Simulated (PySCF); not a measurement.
Molecule: C₅H₃F₂N (2,4-difluoropyridine), SMILES Fc1ccnc(F)c1.

Simulated rotational absorption lines between 18 and 26 GHz at 1.5 K: rigid rotor with the equilibrium constants and dipole of one optimised conformer (PBE0-D3(BJ)/def2-SVP, PySCF), commonest isotopes; no centrifugal distortion, hyperfine structure, internal rotation or nuclear-spin weights; lines within 1 MHz of each other are summed.

### What are the rotational constants, and what kind of rotor is it?

Rotational constants A, B, C = 3.985, 1.791, 1.236 GHz; Ray's κ = −0.60, an asymmetric top on the prolate side.

### Assign the strongest lines, as J(Ka,Kc).

```
  GHz   upper   lower  type  relative intensity
18.83  6(1,5)  5(1,4)     a                1.00
18.60  7(0,7)  6(0,6)     a                0.92
18.49  7(1,7)  6(1,6)     a                0.90
19.71  6(2,4)  5(2,3)     a                0.84
21.44  7(1,6)  6(1,5)     a                0.79
21.04  8(0,8)  7(0,7)     a                0.72
20.99  8(1,8)  7(1,7)     a                0.71
22.99  7(2,5)  6(2,4)     a                0.69
```

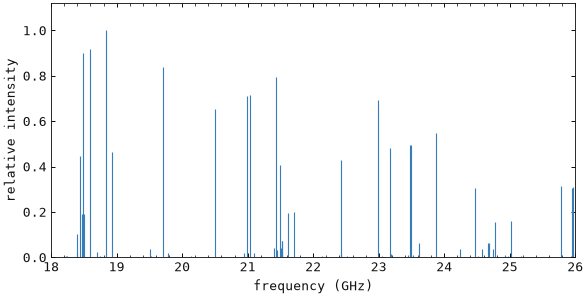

Caveats: coarse grid, loose stop and no frequency check, small forces are noise and the end may be a saddle.
